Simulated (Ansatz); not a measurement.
# CH10B2Si2: what the fields show

The calculation's input:

```
crystal:
  periodic: [false, false, false]
  atoms:
    - { symbol: B, position_ang: [-2.1973, 0.3781, 1.2123] }
    - { symbol: Si, position_ang: [-0.3832, -0.0145, 1.4998] }
    - { symbol: B, position_ang: [0.4877, -0.2198, -0.2197] }
    - { symbol: C, position_ang: [1.2557, -1.6038, -0.5891] }
    - { symbol: Si, position_ang: [0.5998, 1.2708, -1.4557] }
    - { symbol: H, position_ang: [-2.9674, 0.6072, 2.1187] }
    - { symbol: H, position_ang: [-2.6296, 0.5354, 0.1024] }
    - { symbol: H, position_ang: [-0.2497, -1.2514, 2.2515] }
    - { symbol: H, position_ang: [0.2661, 1.0874, 2.3037] }
    - { symbol: H, position_ang: [0.4041, -2.4025, -0.5659] }
    - { symbol: H, position_ang: [1.9494, -1.8698, 0.1842] }
    - { symbol: H, position_ang: [1.6675, -1.5511, -1.5739] }
    - { symbol: H, position_ang: [1.9545, 1.6463, -1.7164] }
    - { symbol: H, position_ang: [-0.0885, 0.9167, -2.6798] }
    - { symbol: H, position_ang: [-0.0909, 2.4202, -0.8426] }
basis:
  gaussian: { orbitals: def2-SVP }
hamiltonian:
  xc: lda
relax:
  f_tol: 0.02
  max_steps: 50
output:
  orbitals: {}
```

Launched as:

```sh
ansatz run input.yaml --threads 2 --pin off --max-ram 3072MiB --backend cpu --events-out ev --progress --plain --runs-dir out
```

The fields are those of the relaxed geometry.

Level of theory: Ansatz 0.2.0, RKS LDA/def2-SVP.

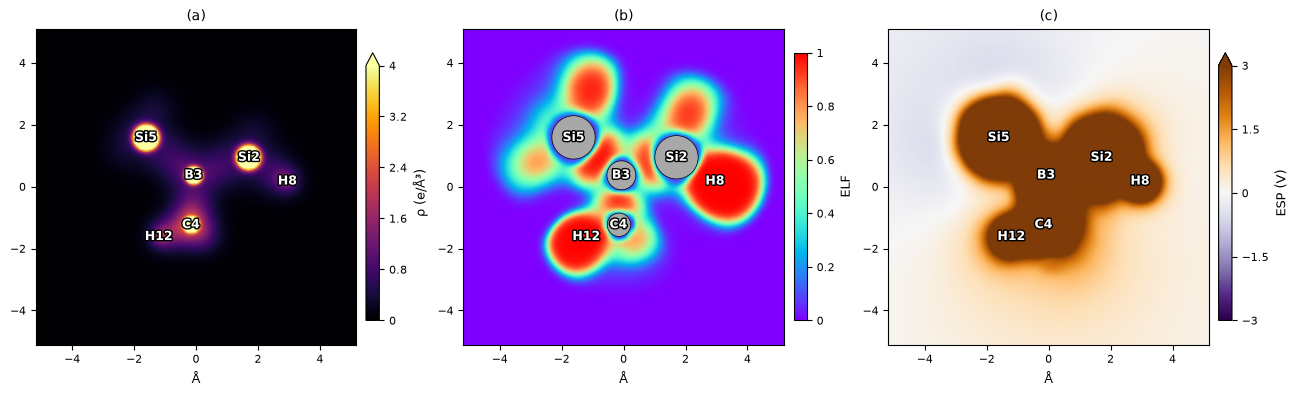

Figure 1. (a) total electron density; (b) electron localisation function; (c) molecular electrostatic potential on the plane of atoms B3, C4 and H12. Grey discs cover the atomic cores in the ELF map.

> Describe what can be read from this map.

- The plane passes through Si, B, C and H nuclei.
- C–B (1.60 Å): ρ at the midpoint is about 1.2 e/Å³; the ELF peaks at about 0.90 between the atoms (localised, covalent bonding).
- Si–B (1.89 Å): ρ is about 0.8 e/Å³ halfway; the ELF peaks at about 0.90 between the atoms (a shared electron pair).
- C–H (1.11 Å): ρ is about 1.9 e/Å³ halfway; the ELF climbs to about 1 towards the hydrogen, as it does in any bond to H: an ordinary covalent bond to hydrogen.
- Si–B (1.98 Å): the density is about 0.77 e/Å³ at the midpoint; the ELF peaks at about 1 between the atoms: a shared electron pair.
- Outside the dense part of the molecule the potential is most negative (−0.5 V) near H15, which lies off the plane.

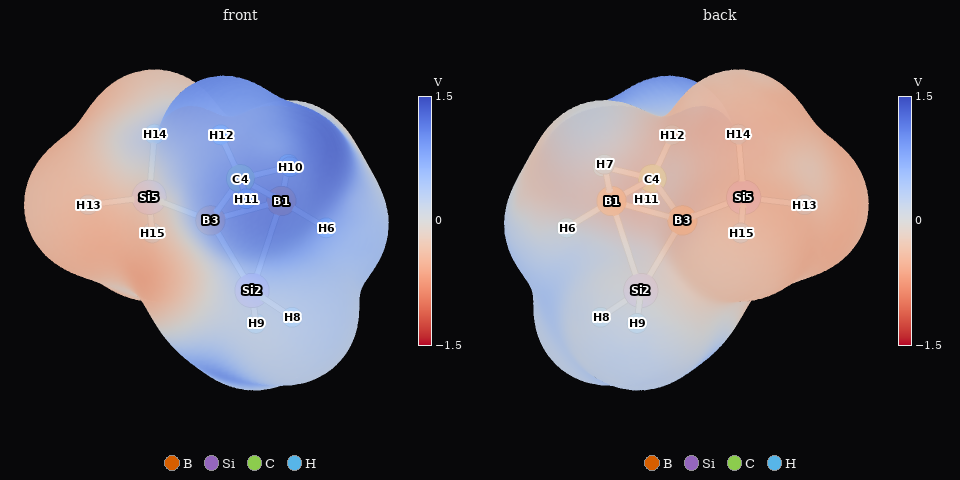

Figure 2. The molecular electrostatic potential painted on the density surface at 0.001 e/bohr³, seen from the front and from behind; the colour scale runs from red (negative) to blue (positive).

> Where is the surface potential most negative and most positive?

The most negative region (about −0.6 V) lies over H13, the most positive (about +1.2 V) over H10.

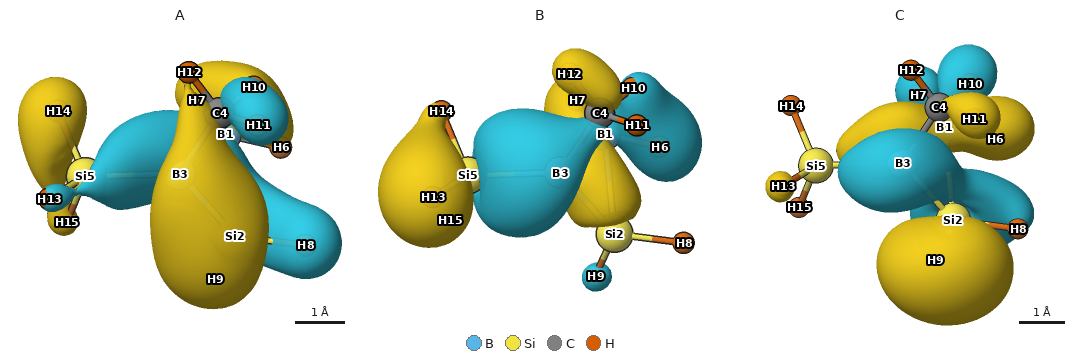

Figure 3. Three frontier orbitals at ±0.08 Å⁻³ᐟ² (yellow and cyan are the two phases), in no order.

> Order the three orbitals by energy and name them.

B is the HOMO−1 (−6.90 eV). It lies mainly on Si5 (about 25 %), B3 (about 25 %), H13 (about 15 %), B1 (about 10 %) and Si2 (about 5 %). A is the HOMO (−5.79 eV). It lies mainly on Si2 (about 30 %), B3 (about 25 %), B1 (about 10 %) and Si5 (about 10 %). C is the LUMO (−2.03 eV). By Hirshfeld shares it lies mainly on Si2 (about 50 %), B3 (about 15 %) and B1 (about 10 %).

> What is the HOMO–LUMO gap?

3.76 eV between the orbital energies.
